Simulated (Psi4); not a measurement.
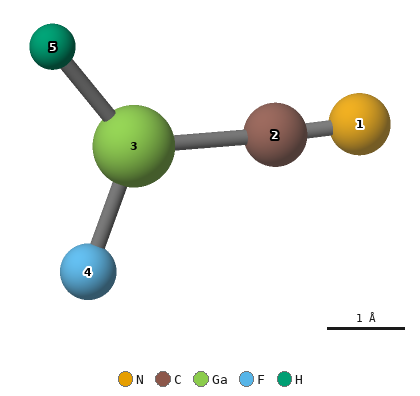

**Figure 1.** The structure (ball-and-stick view, seen at a tilt; atoms are numbered from 1 in the order of the input). Sticks mark near contacts. Bond lengths as drawn: C–Ga 1.93 Å, C–N 1.15 Å, F–Ga 1.74 Å and Ga–H 1.77 Å.

# CHFGaN: single-point calculation

- system: CHFGaN, SMILES N#[C][GaH][F]
- method: CCSD/cc-pVDZ, RHF (Psi4 1.11)

A bond length was changed on purpose from its optimised value.

**The input (job.py)**
```python
import psi4

psi4.set_memory('2200 MB')
psi4.set_num_threads(1)
psi4.core.set_output_file('psi4.out', False)

geom = psi4.geometry("""
N      2.16969850    -3.54661909     2.44345178
C      1.08688543    -2.04901114     1.29128577
Ga    -0.61519089     0.56580290    -0.60184187
F     -3.38363966    -0.51606531    -2.01365625
H      0.33863892     3.74675999    -0.99324005
units au
symmetry c1
no_reorient
no_com
""")

psi4.set_options(dict(puream=True, e_convergence=1e-09, d_convergence=1e-08, scf_type='pk', num_frozen_docc=12))

e, wfn = psi4.energy("ccsd/cc-pVDZ", molecule=geom, return_wfn=True)
print(f'total energy {e:.8f} hartree = {e * 27.211386:.5f} eV')
```

Run on 1 thread of Intel Xeon (Granite Rapids), 64 GiB of memory available, shared host.

Launch command:
```bash
python job.py
```

**What the program printed**
```
=> Loading Basis Set <=

    Name: CC-PVDZ
    Role: ORBITAL
    Keyword: BASIS

         ---------------------------------------------------------
                                   SCF
                              RHF Reference
                        1 Threads,   2098 MiB Core
         ---------------------------------------------------------

  ==> Geometry <==

    Molecular point group: c1
    Full point group: C1

    Geometry (in Bohr), charge = 0, multiplicity = 1:

       Center              X                  Y                   Z               Mass
    ------------   -----------------  -----------------  -----------------  -----------------
         N            2.169698500000    -3.546619090000     2.443451780000    14.003074004430
         C            1.086885430000    -2.049011140000     1.291285770000    12.000000000000
         GA          -0.615190890000     0.565802900000    -0.601841870000    68.925573500000
         F           -3.383639660000    -0.516065310000    -2.013656250000    18.998403162730
         H            0.338638920000     3.746759990000    -0.993240050000     1.007825032230

  Running in c1 symmetry.

  Rotational constants: A =      0.35141  B =      0.09602  C =      0.07543 [cm^-1]
  Rotational constants: A =  10534.94270  B =   2878.49351  C =   2261.18573 [MHz]
  Nuclear repulsion =  222.430219757176758

  Charge       = 0
  Multiplicity = 1
  Electrons    = 54
  Nalpha       = 27
  Nbeta        = 27

  ==> Algorithm <==

  SCF Algorithm Type is PK.
  DIIS enabled.
  MOM disabled.
  Fractional occupation disabled.
  Guess Type is SAD.
  Energy threshold   = 1.00e-09
  Density threshold  = 1.00e-08
  Integral threshold = 1.00e-12

  ==> Primary Basis <==

  Basis Set: CC-PVDZ
    Blend: CC-PVDZ
    Number of shells: 32
    Number of basis functions: 74
    Number of Cartesian functions: 79
    Spherical Harmonics?: true
    Max angular momentum: 2

  ==> Integral Setup <==

  Using in-core PK algorithm.
   Calculation information:
      Number of atoms:                   5
      Number of AO shells:              32
      Number of primitives:            161
      Number of atomic orbitals:        79
      Number of basis functions:        74

      Integral cutoff                 1.00e-12
      Number of threads:                 1

  Performing in-core PK
  Using 7703400 doubles for integral storage.
  We computed 128521 shell quartets total.
  Whereas there are 139656 unique shell quartets.

  ==> DiskJK: Disk-Based J/K Matrices <==

    J tasked:                  Yes
    K tasked:                  Yes
    wK tasked:                  No
    Memory [MiB]:             1573
    Schwarz Cutoff:          1E-12

  Minimum eigenvalue in the overlap matrix is 5.9525566390E-03.
  Reciprocal condition number of the overlap matrix is 1.6438420513E-03.
    Using symmetric orthogonalization.

  ==> Pre-Iterations <==

  SCF Guess: Superposition of Atomic Densities via on-the-fly atomic UHF (no occupation information).

   -------------------------
    Irrep   Nso     Nmo
   -------------------------
     A         74      74
   -------------------------
    Total      74      74
   -------------------------

  ==> Iterations <==

                        Total Energy        Delta E     RMS |[F,P]|

   @RHF iter SAD: -2109.98666701441789   -2.10999e+03   0.00000e+00
   @RHF iter   1: -2115.03853763379630   -5.05187e+00   1.36631e-02 DIIS/ADIIS
   @RHF iter   2: -2115.54575442639316   -5.07217e-01   4.61060e-03 DIIS/ADIIS
   @RHF iter   3: -2115.58462020289608   -3.88658e-02   1.38743e-03 DIIS/ADIIS
   @RHF iter   4: -2115.58972108937087   -5.10089e-03   5.51496e-04 DIIS/ADIIS
   @RHF iter   5: -2115.59054156944831   -8.20480e-04   9.37051e-05 DIIS
   @RHF iter   6: -2115.59057890077247   -3.73313e-05   4.36272e-05 DIIS
   @RHF iter   7: -2115.59058493728298   -6.03651e-06   1.03252e-05 DIIS
   @RHF iter   8: -2115.59058542011189   -4.82829e-07   2.30254e-06 DIIS
   @RHF iter   9: -2115.59058544950449   -2.93926e-08   5.63537e-07 DIIS
   @RHF iter  10: -2115.59058545290009   -3.39560e-09   2.44613e-07 DIIS
   @RHF iter  11: -2115.59058545403923   -1.13914e-09   9.20636e-08 DIIS
   @RHF iter  12: -2115.59058545421885   -1.79625e-10   2.62119e-08 DIIS
   @RHF iter  13: -2115.59058545422931   -1.04592e-11   9.00576e-09 DIIS
  Energy and wave function converged.

  ==> Post-Iterations <==

    Orbital Energies [Eh]
    ---------------------

    Doubly Occupied:

       1A   -378.961582     2A    -48.304903     3A    -42.635951
       4A    -42.632722     5A    -42.632580     6A    -26.269674
       7A    -15.605373     8A    -11.275664     9A     -6.508692
      10A     -4.604998    11A     -4.599671    12A     -4.597303
      13A     -1.550369    14A     -1.308459    15A     -1.306601
      16A     -1.302851    17A     -1.300492    18A     -1.294603
      19A     -1.234853    20A     -0.733761    21A     -0.646809
      22A     -0.621552    23A     -0.619297    24A     -0.566127
      25A     -0.498291    26A     -0.491123    27A     -0.479111

    Virtual:

      28A      0.014358    29A      0.088481    30A      0.102273
      31A      0.171670    32A      0.198793    33A      0.243503
      34A      0.256069    35A      0.341858    36A      0.348198
      37A      0.437817    38A      0.468083    39A      0.553900
      40A      0.560477    41A      0.592724    42A      0.613836
      43A      0.734187    44A      0.752607    45A      0.759307
      46A      0.894130    47A      0.948664    48A      1.006656
      49A      1.081986    50A      1.092440    51A      1.327698
      52A      1.338793    53A      1.347922    54A      1.522247
      55A      1.563798    56A      1.600758    57A      1.642195
      58A      1.653103    59A      1.703004    60A      1.743051
      61A      1.798446    62A      2.004154    63A      2.187939
      64A      2.188391    65A      2.568595    66A      2.687156
      67A      2.719298    68A      2.748928    69A      3.194151
      70A      4.012421    71A      4.016217    72A      4.027523
      73A      4.066460    74A      4.122476

    Final Occupation by Irrep:
              A
    DOCC [    27 ]
    NA   [    27 ]
    NB   [    27 ]

  @RHF Final Energy: -2115.59058545422931

   => Energetics <=

    Nuclear Repulsion Energy =            222.4302197571767579
    One-Electron Energy =               -3390.8747868689306415
    Two-Electron Energy =                1052.8539816575244004
    Total Energy =                      -2115.5905854542293127

Computation Completed

Properties will be evaluated at   0.000000,   0.000000,   0.000000 [a0]

Properties computed using the SCF density matrix

 Multipole Moments:

 ------------------------------------------------------------------------------------
     Multipole            Electronic (a.u.)      Nuclear  (a.u.)        Total (a.u.)
 ------------------------------------------------------------------------------------

 L = 1.  Multiply by 2.5417464519 to convert [e a0] to [Debye]
 Dipole X            :         27.6179520          -27.4758335            0.1421185
 Dipole Y            :         21.6522337          -20.4783384            1.1738953
 Dipole Z            :         12.6444413          -12.9213672           -0.2769259
 Magnitude           :                                                    1.2144611

 ------------------------------------------------------------------------------------

	total time  =          6 seconds =       0.10 minutes
 MINTS: Wrapper to libmints.

   Calculation information:
      Number of threads:                 1
      Number of atoms:                   5
      Number of AO shells:              32
      Number of SO shells:              32
      Number of primitives:            161
      Number of atomic orbitals:        79
      Number of basis functions:        74

      Number of irreps:                  1
      Integral cutoff                 1.00e-12
      Number of functions per irrep: [  74 ]

 OEINTS: Overlap, kinetic, potential, dipole, and quadrupole integrals
         stored in file 35.

      Computing two-electron integrals...done
      Computed 3405429 non-zero two-electron integrals.
        Stored in file 33.

	Wfn Parameters:
	--------------------
	Wavefunction         = CCSD
	Number of irreps     = 1
	Number of MOs        = 74
	Number of active MOs = 62
	AO-Basis             = NONE
	Semicanonical        = false
	Reference            = RHF
	Print Level          = 1

	IRREP	# MOs	# FZDC	# DOCC	# SOCC	# VIRT	# FZVR
	-----	-----	------	------	------	------	------
	 A	   74	    12	    15	    0	    47	    0
	Transforming integrals...
	IWL integrals will be deleted.
	(OO|OO)...
	Presorting SO-basis two-electron integrals.
	Sorting File: SO Ints (nn|nn) nbuckets = 1
	Constructing frozen core operators
	Starting first half-transformation.
	Sorting half-transformed integrals.
	First half integral transformation complete.
	Starting second half-transformation.
	Two-electron integral transformation complete.
	(OO|OV)...
	Starting second half-transformation.
	Two-electron integral transformation complete.
	(OO|VV)...
	Starting second half-transformation.
	Two-electron integral transformation complete.
	(OV|OO)...
	Starting first half-transformation.
	Sorting half-transformed integrals.
	First half integral transformation complete.
	Starting second half-transformation.
	Two-electron integral transformation complete.
	(OV|OV)...
	Starting second half-transformation.
	Two-electron integral transformation complete.
	(OV|VV)...
	Starting second half-transformation.
	Two-electron integral transformation complete.
	(VV|OO)...
	Starting first half-transformation.
	Sorting half-transformed integrals.
	First half integral transformation complete.
	Starting second half-transformation.
	Two-electron integral transformation complete.
	(VV|OV)...
	Starting second half-transformation.
	Two-electron integral transformation complete.
	(VV|VV)...
	Starting second half-transformation.
	Two-electron integral transformation complete.
	Frozen core energy     =  -2141.83339121582731

	Size of irrep 0 of <ab|cd> integrals:      4.880 (MW) /     39.037 (MB)
	Total:                                     4.880 (MW) /     39.037 (MB)

	Size of irrep 0 of <ia|bc> integrals:      1.557 (MW) /     12.459 (MB)
	Total:                                     1.557 (MW) /     12.459 (MB)

	Size of irrep 0 of tijab amplitudes:       0.497 (MW) /      3.976 (MB)
	Total:                                     0.497 (MW) /      3.976 (MB)

	Nuclear Rep. energy          =    222.43021975717676
	SCF energy                   =  -2115.59058545422931
	One-electron energy          =   -364.46622963129033
	Two-electron energy          =    168.27881563571415
	Reference energy             =  -2115.59058545422658

	total time  =          1 seconds =       0.02 minutes
            **************************
            *                        *
            *        CCENERGY        *
            *                        *
            **************************

    Nuclear Rep. energy (wfn)     =  222.430219757176758
    SCF energy          (wfn)     = -2115.590585454229313
    Reference energy    (file100) = -2115.590585454226584

    Input parameters:
    -----------------
    Wave function   =     CCSD
    Reference wfn   =     RHF
    Brueckner       =     No
    Memory (Mbytes) =     2200.0
    Maxiter         =     50
    R_Convergence   =     1.0e-07
    E_Convergence   =     1.0e-09
    Restart         =     Yes
    DIIS            =     Yes
    AO Basis        =     NONE
    ABCD            =     NEW
    Cache Level     =     2
    Cache Type      =     LOW
    Print Level     =     1
    Num. of threads =     1
    # Amps to Print =     10
    Print MP2 Amps? =     No
    Analyze T2 Amps =     No
    Print Pair Ener =     No
    Local CC        =     No
    SCS-MP2         =     False
    SCSN-MP2        =     False
    SCS-CCSD        =     False

MP2 correlation energy -0.5438762872295857
                Solving CC Amplitude Equations
                ------------------------------
  Iter             Energy              RMS        T1Diag      D1Diag    New D1Diag    D2Diag
  ----     ---------------------    ---------   ----------  ----------  ----------   --------
     0        -0.543876287229586    0.000e+00    0.000000    0.000000    0.000000    0.163140
     1        -0.535615210404901    8.496e-02    0.011074    0.030579    0.030579    0.158566
     2        -0.553133675488140    3.372e-02    0.010812    0.028650    0.028650    0.169323
     3        -0.558462485424008    1.586e-02    0.013050    0.037502    0.037502    0.175477
     4        -0.558510051006696    4.639e-03    0.013422    0.038771    0.038771    0.176777
     5        -0.558631585508101    2.082e-03    0.013605    0.040135    0.040135    0.177701
     6        -0.558687527078979    5.897e-04    0.013655    0.040528    0.040528    0.177929
     7        -0.558686659714434    2.419e-04    0.013662    0.040676    0.040676    0.177958
     8        -0.558685126247823    7.367e-05    0.013664    0.040724    0.040724    0.177960
     9        -0.558687052878972    3.203e-05    0.013666    0.040745    0.040745    0.177960
    10        -0.558685671434945    1.501e-05    0.013667    0.040757    0.040757    0.177956
    11        -0.558685799340453    4.245e-06    0.013667    0.040760    0.040760    0.177955
    12        -0.558685548287751    1.743e-06    0.013667    0.040761    0.040761    0.177954
    13        -0.558685456960153    5.932e-07    0.013667    0.040761    0.040761    0.177954
    14        -0.558685434002872    2.449e-07    0.013667    0.040761    0.040761    0.177954
    15        -0.558685424586201    1.095e-07    0.013667    0.040761    0.040761    0.177954
    16        -0.558685419825060    3.477e-08    0.013667    0.040761    0.040761    0.177954
    17        -0.558685420016707    1.319e-08    0.013667    0.040761    0.040761    0.177954
    18        -0.558685420195006    4.970e-09    0.013667    0.040761    0.040761    0.177954

    Iterations converged.

    Largest TIA Amplitudes:
             10   0        -0.0375468741
              8   1         0.0197066254
             13  16         0.0188968202
              7   1        -0.0174107095
              9   3         0.0163004553
             14  17         0.0131890829
             11   2         0.0117630742
             12  17        -0.0111333627
             12  19        -0.0106822149
             11   1         0.0103016275

    Largest TIjAb Amplitudes:
     13  13   4   4        -0.0738312353
     14  14   1   1        -0.0422674172
     13  13   0   4        -0.0379259715
     13  13   4   0        -0.0379259715
     12  12   2   2        -0.0349116383
     14  14   2   2        -0.0303261990
     12  14   1   1        -0.0284992436
     14  12   1   1        -0.0284992436
     12  13   2   4        -0.0272479183
     13  12   4   2        -0.0272479183

    SCF energy       (wfn)                    = -2115.590585454229313
    Reference energy (file100)                = -2115.590585454226584

    Opposite-spin MP2 correlation energy      =   -0.399778590188850
    Same-spin MP2 correlation energy          =   -0.144097697040735
    Singles MP2 correlation energy            =   -0.000000000000000
    MP2 correlation energy                    =   -0.543876287229586
      * MP2 total energy                      = -2116.134461741456107

    Opposite-spin CCSD correlation energy     =   -0.435354119273562
    Same-spin CCSD correlation energy         =   -0.123331300921444
    Singles CCSD correlation energy           =    0.000000000000000
    CCSD correlation energy                   =   -0.558685420195006
      * CCSD total energy                     = -2116.149270874421745
```

**Standard output**
```
total energy -2116.14927087 hartree = -57583.35464 eV
```

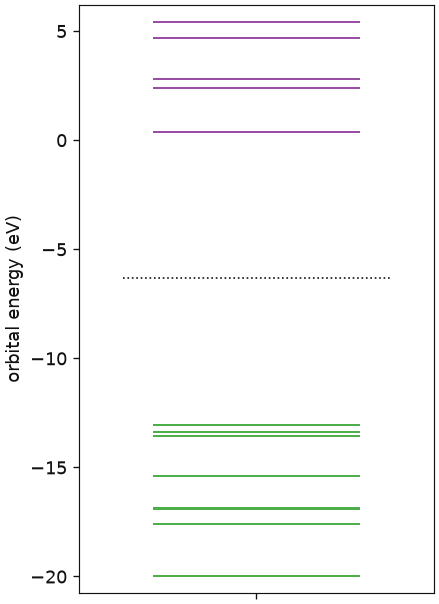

**Figure 2.** Orbital energies near the frontier (SCF reference); the dotted line parts filled from empty levels, and levels within 0.02 eV of each other stand side by side. Highest filled −13.04 eV, lowest empty 0.39 eV, 13.43 eV apart.

**Results in brief**

```csv
quantity,value
outcome,converged
total energy,−2116.149271 hartree
SCF energy,−2115.590585 hartree
MP2 energy,−2116.134462 hartree
CCSD energy,−2116.149271 hartree
correlation energy,−0.558685 hartree
basis functions,74
T1 diagnostic,0.014
HOMO of the SCF reference,−13.04 eV
LUMO of the SCF reference,0.39 eV
wall time,20 s
peak memory,0.44 GiB
```
